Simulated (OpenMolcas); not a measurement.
**One shape, several levels: quartet C2H2FSi**

Wanted: a comparison of 6 runs (UHF/def2-SVPD, UBHLYP/def2-SVPD, UBLYP/def2-SVPD, UM06-L/def2-SVPD, UPBE/def2-SVPD, UTPSS/def2-SVPD) of quartet C2H2FSi. 

The results are computed with OpenMolcas 26.06.

### 1 Starting point

The species is C2H2FSi (6 atoms), meant as a quartet with charge 0. As SMILES of the parent species, `C#C[SiH]F`. Geometry: relaxed at PBE0-D4/def2-TZVP. That shape belongs to the parent species and isn't relaxed for this state.

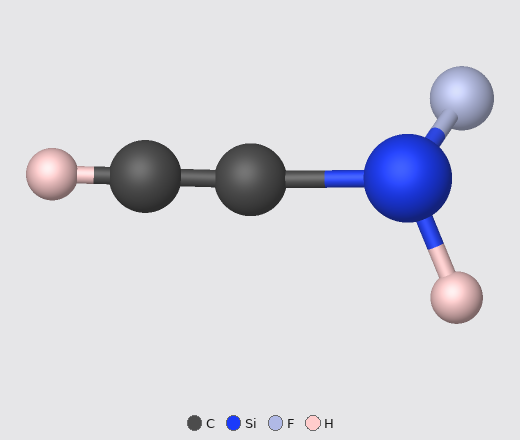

The structure, seen from a chosen angle (carbon dark grey, silicon blue, fluorine light blue, hydrogen pink).

### 2 A single-point energy at UHF/def2-SVPD (run 1)

Contents of run.input:

```
* C2H2FSi Hartree-Fock
&GATEWAY
BasLib=$CurrDir
Coord
6
bohr
C      0.22317666    -1.28501376    -3.03433324
C      0.22752303    -0.40383447    -0.92615477
Si     0.63929435     0.88193518     2.20871189
F     -0.90328909    -0.77913408     4.20804213
H      0.18953953    -2.05828969    -4.89495758
H     -0.29687597     3.52320539     2.35138622
Basis=def2-SVPD
Group=NoSym
&SEWARD
&SCF
UHF
Spin=4
Thresholds=1e-10 1e-07 1e-07 1e-05
PrOrbitals=0
```

The basis set def2-SVPD is read from a file made from the Basis Set Exchange's data (not shown).

Run with:

```bash
$ export MOLCAS_MEM=1860
$ pymolcas run.input > run.log
```

Output:

```text
--- Start Module: gateway ---
[...]
--- Stop Module: gateway /rc=_RC_ALL_IS_WELL_ ---
--- Start Module: seward ---
[...]
      Basis functions          103
--- Stop Module: seward /rc=_RC_ALL_IS_WELL_ ---
[...]
--- Start Module: scf ---
[...]
       Convergence after  31 Iterations
[...]
::    Total SCF energy                               -464.8555013148
[...]
      Total spin, S                                     1.5112065401
[...]
      Total electronic charge=   37.000000
      Total            charge=   -0.000000
[...]
      Dipole Moment (debye):
      Origin of the operator (angstrom)=    0.0437   -0.0647    0.6645
                   X=  6.5002E-01               Y=  2.3865E-01               Z= -2.3011E+00           Total=  2.4030E+00
      Quadrupole Moment (debye*angstrom):
[...]
--- Stop Module: scf /rc=_RC_ALL_IS_WELL_ ---
[...]
```

Wall time 20 s (1 thread of Arm Neoverse V1, shared host); peak memory 0.58 GiB.

### 3 A single-point energy at UBHLYP/def2-SVPD (run 2)

Contents of run.input:

```
>>> EXPORT MOLCAS_PRINT=2
&GATEWAY
BasLib=$CurrDir
Coord
6
angstrom
C        0.118100      -0.680000      -1.605700
C        0.120400      -0.213700      -0.490100
Si       0.338300       0.466700       1.168800
F       -0.478000      -0.412300       2.226800
H        0.100300      -1.089200      -2.590300
H       -0.157100       1.864400       1.244300
Basis=def2-SVPD
Group=NoSym
&SEWARD
GridInput
Grid=UltraFine
End of Grid
&SCF
UHF
Spin=4
KSDFT=HYB_GGA_XC_BHANDHLYP
Thresholds=1e-10 1e-07 1e-07 1e-05
PrOrbitals=1 1
```

The basis set def2-SVPD is read from a file made from the Basis Set Exchange's data (not shown).

Run with:

```bash
$ export MOLCAS_MEM=1860
$ pymolcas run.input > run.log
```

Output:

```text
--- Start Module: gateway ---
[...]
--- Stop Module: gateway /rc=_RC_ALL_IS_WELL_ ---
--- Start Module: seward ---
[...]
      Basis functions          103
--- Stop Module: seward /rc=_RC_ALL_IS_WELL_ ---
[...]
--- Start Module: scf ---
[...]
       Convergence after  28 Iterations
[...]
::    Total KS-DFT energy                            -466.2084591832
[...]
      Total spin, S                                     1.5033235947
[...]
      Total electronic charge=   37.000000
      Total            charge=   -0.000000
[...]
      Dipole Moment (debye):
      Origin of the operator (angstrom)=    0.0437   -0.0647    0.6645
                   X=  6.1287E-01               Y=  1.9859E-01               Z= -2.3068E+00           Total=  2.3951E+00
      Quadrupole Moment (debye*angstrom):
[...]
--- Stop Module: scf /rc=_RC_ALL_IS_WELL_ ---
[...]
```

Run time: 78 s. Hardware: 1 thread of Arm Neoverse V1, shared host; peak memory 0.58 GiB.

Runs 3 to 4 aren't shown in full; the table further down has their settings and results.

### 4 A single-point energy at UPBE/def2-SVPD (run 5)

Contents of struct.xyz:

```xyz
6

C      0.118100    -0.680000    -1.605700
C      0.120400    -0.213700    -0.490100
Si     0.338300     0.466700     1.168800
F     -0.478000    -0.412300     2.226800
H      0.100300    -1.089200    -2.590300
H     -0.157100     1.864400     1.244300
```

Contents of mol.inp:

```
&GATEWAY
  BasLib
  $CurrDir
  Coord
  struct.xyz
  Basis
  def2-SVPD
  Group
  NoSym

&SEWARD
  GridInput
  Grid=UltraFine
  End of Grid

&SCF
  UHF
  Spin
  4
  KSDFT
  PBE
  Thresholds
  1e-10 1e-07 1e-07 1e-05
  PrOrbitals
  1
```

The basis set def2-SVPD is read from a file made from the Basis Set Exchange's data (not shown).

Run with:

```bash
$ export MOLCAS_MEM=1860
$ pymolcas mol.inp > mol.log
```

Output:

```text
--- Start Module: gateway ---
[...]
--- Stop Module: gateway /rc=_RC_ALL_IS_WELL_ ---
--- Start Module: seward ---
[...]
      Basis functions          103
--- Stop Module: seward /rc=_RC_ALL_IS_WELL_ ---
[...]
--- Start Module: scf ---
[...]
       Convergence after  29 Iterations
[...]
::    Total KS-DFT energy                            -465.9440754368
[...]
      Total spin, S                                     1.5016961539
[...]
      Total electronic charge=   37.000000
      Total            charge=   -0.000000
[...]
      Dipole Moment (debye):
      Origin of the operator (angstrom)=    0.0437   -0.0647    0.6645
                   X=  4.5201E-01               Y=  3.0994E-02               Z= -2.3185E+00           Total=  2.3623E+00
      Quadrupole Moment (debye*angstrom):
[...]
--- Stop Module: scf /rc=_RC_ALL_IS_WELL_ ---
[...]
```

Wall time 80 s (1 thread of Arm Neoverse V1, shared host); peak memory 0.58 GiB.

### 5 The energy at UTPSS/def2-SVPD (run 6)

Contents of run.input:

```
* C2H2FSi Kohn-Sham DFT
>>> EXPORT MOLCAS_PRINT=2
&gateway
baslib
$CurrDir
coord
6
angstrom
C        0.118100      -0.680000      -1.605700
C        0.120400      -0.213700      -0.490100
Si       0.338300       0.466700       1.168800
F       -0.478000      -0.412300       2.226800
H        0.100300      -1.089200      -2.590300
H       -0.157100       1.864400       1.244300
basis
def2-SVPD
group
NoSym
&seward
gridinput
Grid=UltraFine
End of Grid
&scf
uhf
spin
4
ksdft
2
1.0 MGGA_X_TPSS
1.0 MGGA_C_TPSS
thresholds
1e-10 1e-07 1e-07 1e-05
prorbitals
1 1
```

The basis set def2-SVPD is read from a file made from the Basis Set Exchange's data (not shown).

Run with:

```bash
$ export MOLCAS_MEM=1860
$ pymolcas run.input > run.log
```

Output:

```text
--- Start Module: gateway ---
[...]
--- Stop Module: gateway /rc=_RC_ALL_IS_WELL_ ---
--- Start Module: seward ---
[...]
      Basis functions          103
--- Stop Module: seward /rc=_RC_ALL_IS_WELL_ ---
[...]
--- Start Module: scf ---
[...]
       Convergence after  30 Iterations
[...]
::    Total KS-DFT energy                            -466.3389494317
[...]
      Total spin, S                                     1.5024298405
[...]
      Total electronic charge=   37.000000
      Total            charge=   -0.000000
[...]
      Dipole Moment (debye):
      Origin of the operator (angstrom)=    0.0437   -0.0647    0.6645
                   X=  4.4237E-01               Y= -7.4576E-03               Z= -2.3380E+00           Total=  2.3795E+00
      Quadrupole Moment (debye*angstrom):
[...]
--- Stop Module: scf /rc=_RC_ALL_IS_WELL_ ---
[...]
```

Run time: 2.3 min. Hardware: 1 thread of Arm Neoverse V1, shared host; peak memory 0.58 GiB.

### 6 Overview of the runs

```tsv
run	level	integration grid	energy (Eh)	dipole moment (D)	HOMO energy (eV)	⟨S²⟩	wall time
1	UHF/def2-SVPD	–	-464.855501	2.40	-6.80	3.795	20 s
2	UBHLYP/def2-SVPD	UltraFine	-466.208459	2.40	-4.91	3.763	78 s
3	UBLYP/def2-SVPD	UltraFine	-466.251450	2.35	-2.75	3.756	80 s
4	UM06-L/def2-SVPD	UltraFine	-466.261171	2.30	-3.00	3.764	2.1 min
5	UPBE/def2-SVPD	UltraFine	-465.944075	2.36	-3.01	3.757	80 s
6	UTPSS/def2-SVPD	UltraFine	-466.338949	2.38	-3.04	3.760	2.3 min
```

### 7 Results

```
                                 quantity          value
                      run 6: total energy  -466.33895 Eh
                     run 6: dipole moment         2.38 D
run 6: HOMO energy (highest over α and β)       -3.04 eV
                              run 6: ⟨S²⟩          3.760
```

The dipole moment (its size) runs from 2.30 D (UM06-L/def2-SVPD) to 2.40 D (UHF/def2-SVPD). Totals of different functionals can't be ranked against each other. All runs together took 8.7 min, the longest 2.3 min.
